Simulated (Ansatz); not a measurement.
# GaH₂+ (triplet): from Hartree-Fock to the top rungs at scale of all distances = 2.377, aug-cc-pVTZ

Aim: climb from Hartree-Fock through coupled cluster and multireference methods for GaH₂+ (triplet) at one geometry and basis, and see what each rung misses.

Program: Ansatz 0.2.0, Gaussian basis. Level of theory: aug-cc-pVTZ, core rule «outside noble gas», up to 14 orbitals frozen. These are calculated values, not measurements.

To be run: UHF; CCSD(T) on ROHF; CCSD(T) on UHF; BCCD(T) on ROHF; CCSDT(Q) on ROHF; CCSDT(Q) on UHF; CASSCF and NEVPT2, 4 electrons in 6 orbitals; Full CI.

8 further runs of the same task are left out: 6 that didn't finish, 2 set aside as unsound or not needed.

## (1) What is computed

The geometry derives from a PBE0/def2-TZVP stationary point (not a proven minimum). All distances are scaled together. No spin-orbit coupling is included. The filled d shell of Ga may be among the frozen orbitals whatever the setting's name suggests; the logs give the count.

3 atoms, charge 1, spin multiplicity 3.

Atoms are counted from 1 here; the program's logs count them from 0.

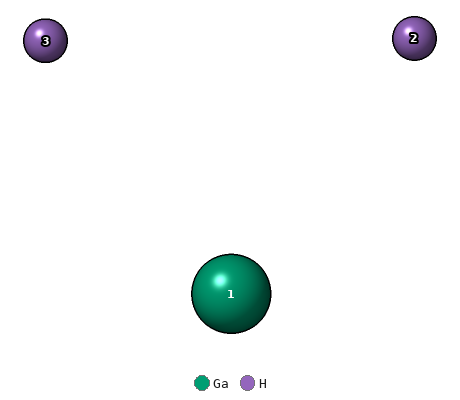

The structure; gallium teal, hydrogen purple; atoms are numbered from 1 in the order of the file.

In the tables R marks a restricted open-shell determinant and U an unrestricted one; 'valence' is the active space of 4 electrons in 6 orbitals; energies count from the table's Hartree-Fock row.

## (2) UHF

Input file in.yaml:

```yaml
crystal:
  periodic: [false, false, false]
  atoms:
    - {symbol: Ga, position_ang: [0.000000, 0.000000, -0.095598]}
    - {symbol: H, position_ang: [0.000000, 2.467925, 3.306426]}
    - {symbol: H, position_ang: [0.000000, -2.467925, 3.306426]}
basis:
  gaussian: {orbitals: aug-cc-pVTZ}
total_charge: 1
magnetization: {spin_polarized: true, initial_magnetization: 2}
hamiltonian: {xc: hf}
output: {orbitals: {seedname: orbitals}}
```

On the command line:

```sh
> ansatz run in.yaml --threads 1 --pin off --events-out ev --progress --plain --max-ram 2393MiB
```

Output:

```text
Functional definition: HF
  name "HF"
  cite "Fock, Z. Phys. 61, 126 (1930) doi:10.1007/BF01340294"
  parent pbe
  exchange = exact_x
  correlation = 0
671 factors; their error is unknown
mean field evaluation 1: about -52354.9080 eV, gradient 4.8e0 eV
mean field evaluation 2: about -52355.2372 eV, gradient 1.8e0 eV
mean field evaluation 4: about -52355.2941 eV, gradient 8.0e-2 eV
mean field evaluation 8: about -52356.2997 eV, gradient 5.6e-4 eV
mean field -52356.29973893 eV, -1924.0585270310 hartree, gradient 1.7e-5 eV, S^2 2.000008; 0 other end points of the search recorded, 0 dependent functions left out
reference -52356.29973893 eV, -1924.0585270310 hartree; 17, 15 occupied and 88, 90 virtual orbitals, 671 factors
Total energy: -52356.29973893 eV, -1924.0585270310 hartree
```

Run time: 0.84 s. Hardware: 1 thread of Arm Neoverse V2, shared host.

From the report: ⟨S²⟩ of the determinant 2.000 (pure triplet: 2.00).

## (3) CCSD(T) on ROHF

in.yaml, as its differences from that of step 2:

```diff
@@ -9,4 +9,4 @@
 total_charge: 1
-magnetization: {spin_polarized: true, initial_magnetization: 2}
-hamiltonian: {xc: hf}
-output: {orbitals: {seedname: orbitals}}
+magnetization: {spin_polarized: false, initial_magnetization: 2}
+correlation: {method: ccsd_t, electrons: outside_noble_gas}
+output: {forces: true}
```

Launched as before.

Output, cut to the lines that bear on the results:

```text
Functional definition: HF
  name "HF"
  cite "Fock, Z. Phys. 61, 126 (1930) doi:10.1007/BF01340294"
  parent pbe
[...]
618 factors; integrals over basis functions are off by at most 7.8e-4 eV
[...]
mean field -52356.30043645 eV, -1924.0585526645 hartree, gradient 2.2e-6 eV, S^2 2.000000; 0 other end points of the search recorded, 0 dependent functions left out
14 core orbitals not correlated: weight in the atoms' cores, before any rotation towards them, 1.000 or more for the frozen orbitals, at most 0.000 for the correlated occupied ones
reference -52356.30043645 eV, -1924.0585526645 hartree; 3, 1 occupied and 88, 90 virtual orbitals, 618 factors
second order -0.71911477 eV of doubles, -0.00002651 eV of singles
cycle   1  -0.89534889 eV  change   -1.8e-1 eV  update   4.8e-2
[...]
cycle   9  -1.01673402 eV  change   -1.2e-6 eV  update   2.4e-6
perturbative correction -0.00067958 eV, -0.0000249741 hartree
[...]
Total energy: -52357.31785005 eV, -1924.0959419246 hartree
Atom 0 at     0.000000     0.000000    -0.095598 Å, force    -0.000000     0.000000     0.033979 eV/Å
Atom 1 at     0.000000     2.467925     3.306426 Å, force     0.000000    -0.012496    -0.016989 eV/Å
Atom 2 at     0.000000    -2.467925     3.306426 Å, force     0.000000     0.012496    -0.016989 eV/Å
Dipole moment:     0.000000     0.000000    -0.133409 e Å
```

It took 20 s on 1 thread of Arm Neoverse V2, shared host; peak memory 0.81 GiB.

From the report: correlation -1.0174 eV; T1 0.005; largest double amplitude 0.10.

## (4) CCSD(T) on UHF

in.yaml, as its differences from that of step 3:

```diff
@@ -9,3 +9,3 @@
 total_charge: 1
-magnetization: {spin_polarized: false, initial_magnetization: 2}
+magnetization: {spin_polarized: true, initial_magnetization: 2}
 correlation: {method: ccsd_t, electrons: outside_noble_gas}
```

The command is unchanged.

Output, cut to the lines that bear on the results:

```text
Functional definition: HF
  name "HF"
  cite "Fock, Z. Phys. 61, 126 (1930) doi:10.1007/BF01340294"
  parent pbe
[...]
618 factors; integrals over basis functions are off by at most 7.8e-4 eV
[...]
mean field -52356.30047163 eV, -1924.0585539572 hartree, gradient 1.4e-6 eV, S^2 2.000008; 0 other end points of the search recorded, 0 dependent functions left out
14 core orbitals not correlated: weight in the atoms' cores, before any rotation towards them, 1.000 or more for the frozen orbitals, at most 0.000 for the correlated occupied ones
reference -52356.30047163 eV, -1924.0585539572 hartree; 3, 1 occupied and 88, 90 virtual orbitals, 618 factors
second order -0.71910741 eV of doubles, -0.00000000 eV of singles
cycle   1  -0.89531229 eV  change   -1.8e-1 eV  update   4.8e-2
[...]
cycle  11  -1.01669992 eV  change   -5.1e-8 eV  update   4.8e-7
perturbative correction -0.00067939 eV, -0.0000249672 hartree
[...]
Total energy: -52357.31785094 eV, -1924.0959419574 hartree
Atom 0 at     0.000000     0.000000    -0.095598 Å, force    -0.000000     0.000000     0.033979 eV/Å
Atom 1 at     0.000000     2.467925     3.306426 Å, force     0.000000    -0.012496    -0.016990 eV/Å
Atom 2 at     0.000000    -2.467925     3.306426 Å, force     0.000000     0.012496    -0.016990 eV/Å
Dipole moment:     0.000000     0.000000    -0.133409 e Å
```

Run time: 20 s. Hardware: 1 thread of Arm Neoverse V2, shared host; peak memory 0.81 GiB.

From the report: ⟨S²⟩ of the determinant 2.000 (pure triplet: 2.00); correlation -1.0174 eV; T1 0.005; largest double amplitude 0.10.

## (5) BCCD(T) on ROHF

in.yaml, as its differences from that of step 4:

```diff
@@ -9,4 +9,3 @@
 total_charge: 1
-magnetization: {spin_polarized: true, initial_magnetization: 2}
-correlation: {method: ccsd_t, electrons: outside_noble_gas}
-output: {forces: true}
+magnetization: {spin_polarized: false, initial_magnetization: 2}
+correlation: {method: bccd_t, electrons: outside_noble_gas}
```

The command is unchanged.

Output, cut to the lines that bear on the results:

```text
Functional definition: HF
  name "HF"
  cite "Fock, Z. Phys. 61, 126 (1930) doi:10.1007/BF01340294"
  parent pbe
[...]
618 factors; integrals over basis functions are off by at most 7.8e-4 eV
[...]
mean field -52356.30043645 eV, -1924.0585526645 hartree, gradient 2.2e-6 eV, S^2 2.000000; 0 other end points of the search recorded, 0 dependent functions left out
14 core orbitals not correlated: weight in the atoms' cores, before any rotation towards them, 1.000 or more for the frozen orbitals, at most 0.000 for the correlated occupied ones
reference -52356.30043645 eV, -1924.0585526645 hartree; 3, 1 occupied and 88, 90 virtual orbitals, 618 factors
second order -0.71911477 eV of doubles, -0.00002651 eV of singles
cycle   1  -0.89584099 eV  change   -1.8e-1 eV  update   4.8e-2
[...]
cycle   9  -1.01673148 eV  change   -1.2e-6 eV  update   2.9e-6
perturbative correction -0.00068343 eV, -0.0000251158 hartree
Total energy: -52357.31785136 eV, -1924.0959419729 hartree
```

Wall time 4.2 s (1 thread of Arm Neoverse V2, shared host); peak memory 0.52 GiB.

From the report: correlation -1.0174 eV; largest double amplitude 0.10.

## (6) CCSDT(Q) on ROHF

in.yaml, as its differences from that of step 5:

```diff
@@ -10,2 +10,2 @@
 magnetization: {spin_polarized: false, initial_magnetization: 2}
-correlation: {method: bccd_t, electrons: outside_noble_gas}
+correlation: {method: ccsdt_q, electrons: outside_noble_gas}
```

The command is unchanged.

Output, cut to the lines that bear on the results:

```text
Functional definition: HF
  name "HF"
  cite "Fock, Z. Phys. 61, 126 (1930) doi:10.1007/BF01340294"
  parent pbe
[...]
1158 factors; integrals over basis functions are off by at most 2.1e-7 eV
[...]
mean field -52356.30043641 eV, -1924.0585526630 hartree, gradient 2.2e-6 eV, S^2 2.000000; 0 other end points of the search recorded, 0 dependent functions left out
14 core orbitals not correlated: weight in the atoms' cores, before any rotation towards them, 1.000 or more for the frozen orbitals, at most 0.000 for the correlated occupied ones
reference -52356.30043641 eV, -1924.0585526630 hartree; 3, 1 occupied and 88, 90 virtual orbitals, 1158 factors
second order -0.71912364 eV of doubles, -0.00002651 eV of singles
cycle   1  -0.89534854 eV  change   -1.8e-1 eV  update   4.8e-2
[...]
cycle  11  -1.01768049 eV  change    1.0e-7 eV  update   4.6e-7
perturbative correction -0.00000022 eV, -0.0000000080 hartree
Total energy: -52357.31811711 eV, -1924.0959517391 hartree
```

Run time: 71 s. Hardware: 1 thread of Arm Neoverse V2, shared host; peak memory 1.3 GiB.

From the report: correlation -1.0177 eV; T1 0.005; largest double amplitude 0.10.

## (7) CCSDT(Q) on UHF

in.yaml, as its differences from that of step 6:

```diff
@@ -9,3 +9,3 @@
 total_charge: 1
-magnetization: {spin_polarized: false, initial_magnetization: 2}
+magnetization: {spin_polarized: true, initial_magnetization: 2}
 correlation: {method: ccsdt_q, electrons: outside_noble_gas}
```

Same command.

Output, cut to the lines that bear on the results:

```text
Functional definition: HF
  name "HF"
  cite "Fock, Z. Phys. 61, 126 (1930) doi:10.1007/BF01340294"
  parent pbe
[...]
1158 factors; integrals over basis functions are off by at most 2.1e-7 eV
[...]
mean field -52356.30047158 eV, -1924.0585539556 hartree, gradient 1.5e-6 eV, S^2 2.000008; 0 other end points of the search recorded, 0 dependent functions left out
14 core orbitals not correlated: weight in the atoms' cores, before any rotation towards them, 1.000 or more for the frozen orbitals, at most 0.000 for the correlated occupied ones
reference -52356.30047158 eV, -1924.0585539556 hartree; 3, 1 occupied and 88, 90 virtual orbitals, 1158 factors
second order -0.71911628 eV of doubles, -0.00000000 eV of singles
cycle   1  -0.89531206 eV  change   -1.8e-1 eV  update   4.8e-2
[...]
cycle  12  -1.01764526 eV  change    2.4e-7 eV  update   2.7e-7
perturbative correction -0.00000022 eV, -0.0000000081 hartree
Total energy: -52357.31811707 eV, -1924.0959517373 hartree
```

Wall time 74 s (1 thread of Arm Neoverse V2, shared host); peak memory 1.3 GiB.

From the report: ⟨S²⟩ of the determinant 2.000 (pure triplet: 2.00); correlation -1.0176 eV; T1 0.005; largest double amplitude 0.10.

## (8) CASSCF and NEVPT2, 4 electrons in 6 orbitals

in.yaml, as its differences from that of step 7:

```diff
@@ -9,3 +9,3 @@
 total_charge: 1
-magnetization: {spin_polarized: true, initial_magnetization: 2}
-correlation: {method: ccsdt_q, electrons: outside_noble_gas}
+magnetization: {spin_polarized: false, initial_magnetization: 2}
+correlation: {method: sc_nevpt2, electrons: outside_noble_gas, active_space: {window: {electrons: 4, orbitals: 6}, shells: [{species: Ga, l: s, shell: 4}, {species: Ga, l: p, shell: 4}, {species: H, l: s, shell: 1}]}}
```

The command is unchanged.

Output:

```text
Functional definition: HF
  name "HF"
  cite "Fock, Z. Phys. 61, 126 (1930) doi:10.1007/BF01340294"
  parent pbe
  exchange = exact_x
  correlation = 0
1158 factors; integrals over basis functions are off by at most 2.1e-7 eV
mean field evaluation 1: about -52355.6386 eV, gradient 6.7e0 eV
mean field evaluation 2: about -52355.6388 eV, gradient 6.7e0 eV
mean field evaluation 4: about -52356.2679 eV, gradient 1.2e0 eV
mean field evaluation 8: about -52356.3003 eV, gradient 8.0e-2 eV
mean field -52356.30043641 eV, -1924.0585526630 hartree, gradient 2.2e-6 eV, S^2 2.000000; 0 other end points of the search recorded, 0 dependent functions left out
reference -52356.30043641 eV, -1924.0585526630 hartree; 17, 15 occupied and 88, 90 virtual orbitals, 1158 factors
state -52357.24946543 eV, -1924.0934288361 hartree
state -52357.24946543 eV, -1924.0934288361 hartree; corrected -52357.29714788 eV, -1924.0951811341 hartree
Total energy: -52357.29714788 eV, -1924.0951811341 hartree
Checks for a lower state left out: starts, orbital_swaps
```

Wall time 3.9 s (1 thread of Arm Neoverse V2, shared host).

From the report: 60 determinants; active occupations 1.90, 1.00, 1.00, 0.03, 0.03, 0.03.

## (9) Full CI

Input file in.yaml:

```yaml
crystal:
  periodic: [false, false, false]
  atoms:
    - {symbol: Ga, position_ang: [0.000000, 0.000000, -0.095598]}
    - {symbol: H, position_ang: [0.000000, 2.467925, 3.306426]}
    - {symbol: H, position_ang: [0.000000, -2.467925, 3.306426]}
basis:
  gaussian: {orbitals: aug-cc-pVTZ}
total_charge: 1
magnetization: {spin_polarized: false, initial_magnetization: 2}
correlation: {method: fci, electrons: outside_noble_gas}
```

Launched as before.

Output:

```text
Functional definition: HF
  name "HF"
  cite "Fock, Z. Phys. 61, 126 (1930) doi:10.1007/BF01340294"
  parent pbe
  exchange = exact_x
  correlation = 0
1158 factors; integrals over basis functions are off by at most 2.1e-7 eV
mean field evaluation 1: about -52355.6386 eV, gradient 6.7e0 eV
mean field evaluation 2: about -52355.6388 eV, gradient 6.7e0 eV
mean field evaluation 4: about -52356.2679 eV, gradient 1.2e0 eV
mean field evaluation 8: about -52356.3003 eV, gradient 8.0e-2 eV
mean field -52356.30043641 eV, -1924.0585526630 hartree, gradient 2.2e-6 eV, S^2 2.000000; 0 other end points of the search recorded, 0 dependent functions left out
mean field evaluation 16: about -52356.2443 eV, gradient 1.9e0 eV
14 core orbitals not correlated: weight in the atoms' cores, before any rotation towards them, 1.000 or more for the frozen orbitals, at most 0.000 for the correlated occupied ones
reference -52356.30043641 eV, -1924.0585526630 hartree; 3, 1 occupied and 88, 90 virtual orbitals, 1158 factors
state -52357.31811738 eV, -1924.0959517490 hartree
Total energy: -52357.31811738 eV, -1924.0959517490 hartree
```

Run time: 74 s. Hardware: 1 thread of Arm Neoverse V2, shared host; peak memory 0.78 GiB.

From the report: 4,238,676 determinants, symmetry B2.

## (10) How many determinants matter

Natural occupations of the FCI state about the gap (report; correlated orbitals 1 to 10): 1.906, 1.000, 1.000, 0.030, 0.030, 0.030, 0.001, 0.000, 0.000, 0.000. The count of effectively unpaired electrons, Σ n²(2 − n)², is 2.04; a single determinant of this spin has 2.

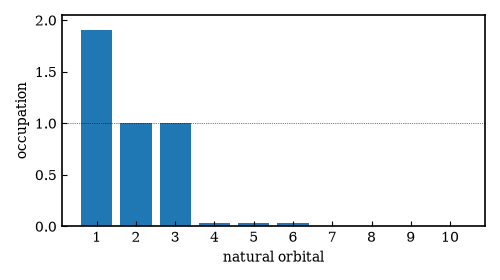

Natural occupations of the FCI state.

## (11) All levels against the top one

The yardstick is full CI for this spin, exact in this basis with these frozen cores. Rows without a time come out of other runs: HF, MP2 and CCSD of CCSD(T), CCSDT of CCSDT(Q), CASSCF and MRCISD of the multireference runs. The times of RCCSD(T), UCCSD(T) include forces.

Differences are taken before rounding.

```
        method  energy from the lowest RHF (meV)  from FCI (meV)   time
           RHF                               0.0         +1017.7       
           UHF                               0.0         +1017.6       
          RMP2                            -719.1          +298.5       
          UMP2                            -719.1          +298.5       
         RCCSD                           -1016.7            +0.9       
         UCCSD                           -1016.7            +0.9       
      RCCSD(T)                           -1017.4            +0.3   20 s
      UCCSD(T)                           -1017.4            +0.3   20 s
       BCCD(T)                           -1017.4            +0.3  4.2 s
        RCCSDT                           -1017.7             0.0       
        UCCSDT                           -1017.7             0.0       
     RCCSDT(Q)                           -1017.7             0.0   71 s
     UCCSDT(Q)                           -1017.7             0.0   74 s
CASSCF valence                            -949.0           +68.7       
NEVPT2 valence                            -996.7           +21.0  3.9 s
           FCI                           -1017.7               0   74 s
```

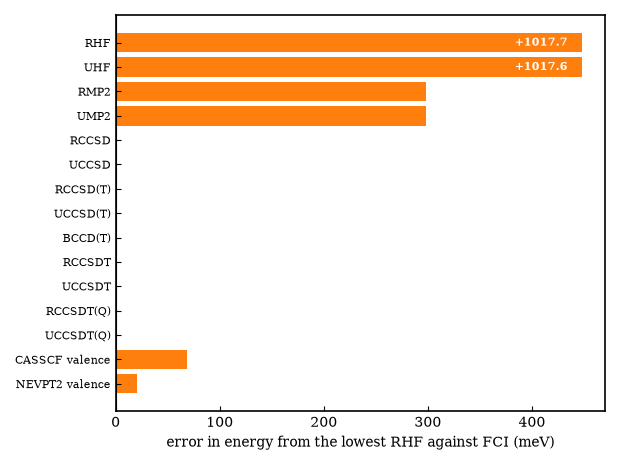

Deviations from FCI, method by method. Bars with a number in them are cut short.

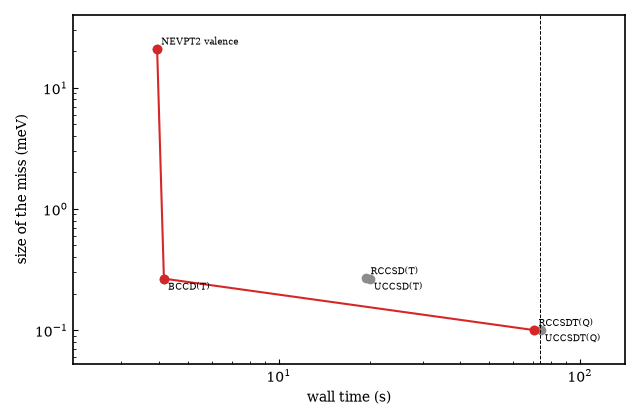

Accuracy for the time spent; red marks the levels that beat every quicker one drawn (of those quicker than the yardstick), and the dashed line is the time of FCI. Misses under 0.1 meV are drawn at that value. Times are from a shared host.

## (12) Outcome

```
                         quantity                                                                                            value
         FCI below the RHF energy                                                                                       -1.0177 eV
                    RMP2 from FCI                                                                                       +298.5 meV
                    UMP2 from FCI                                                                                       +298.5 meV
                   RCCSD from FCI                                                                                         +0.9 meV
                RCCSD(T) from FCI                                                                                         +0.3 meV
                UCCSD(T) from FCI                                                                                         +0.3 meV
               RCCSDT(Q) from FCI                                                                                          0.0 meV
               UCCSDT(Q) from FCI                                                                                          0.0 meV
          NEVPT2 valence from FCI                                                                                        +21.0 meV
levels within 1 kcal/mol (43 meV)  RCCSD, UCCSD, RCCSD(T), UCCSD(T), BCCD(T), RCCSDT, UCCSDT, RCCSDT(Q), UCCSDT(Q), NEVPT2 valence
                    T1 diagnostic                                                                                            0.005
   effectively unpaired electrons                                                                                             2.04
```

What this shows: RCCSD(T) lands +0.3 meV from the yardstick (0.0 % of the correlation energy). One determinant dominates. These misses are within one basis, not against nature; the frozen cores of restricted and unrestricted runs differ, which can shift their rows.

RCCSDT(Q) reaches 0.0 meV from the reference in 71 s, where FCI took 74 s; the quickest level in the cost chart, NEVPT2 valence, takes 3.9 s and misses by 21.0 meV.
